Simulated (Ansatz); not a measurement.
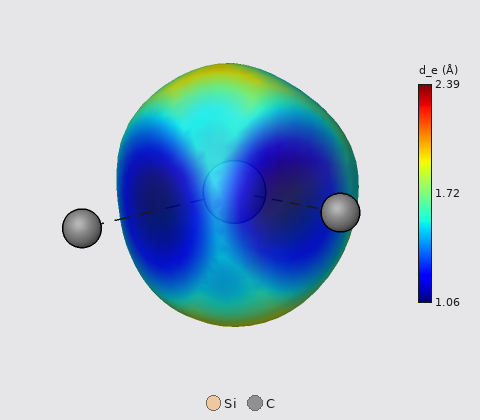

Hirshfeld surface computed for one Si atom in Si$_{3}$C in space group P6_3/mmc, coloured by d_e. Dashed lines lead to the closest neighbours outside.

The surface is where the fragment's share of the procrystal density (the sum of the densities of spherically averaged neutral Hartree-Fock atoms) equals one half. d_i and d_e are the distances from the surface to the nearest nucleus inside and outside.

Origin of the cell: the geometry relaxed with DFT PBE, scalar-relativistic, plane waves, PAW in Ansatz; the starting structure was generated, so it need not be a known form of this composition.

```
Si C
1.0
     6.49957    0.00000    0.00000
    -3.24978    5.62879    0.00000
     0.00000    0.00000    2.76809
Si C
6 2
Direct
  0.39246 0.19623 0.75000
  0.80377 0.19623 0.75000
  0.80377 0.60754 0.75000
  0.60754 0.80377 0.25000
  0.19623 0.80377 0.25000
  0.19623 0.39246 0.25000
  0.66667 0.33333 0.25000
  0.33333 0.66667 0.75000
```

What is the shortest distance from the fragment to an atom outside it?

Answer. Si–C, 2.07 Å.

How is the surface shared among contacts (nearest atom inside ··· nearest atom outside)?

Answer. Si···Si 69 %, Si···C 31 %. The surface faces 10 neighbours with more than 2 % of its area each: 8 Si + 2 C.

Give the size and shape of the surface.

Answer. It encloses about 9.5 Å³, has an area of about 22 Å² and a globularity of 0.98 (1 for a sphere).
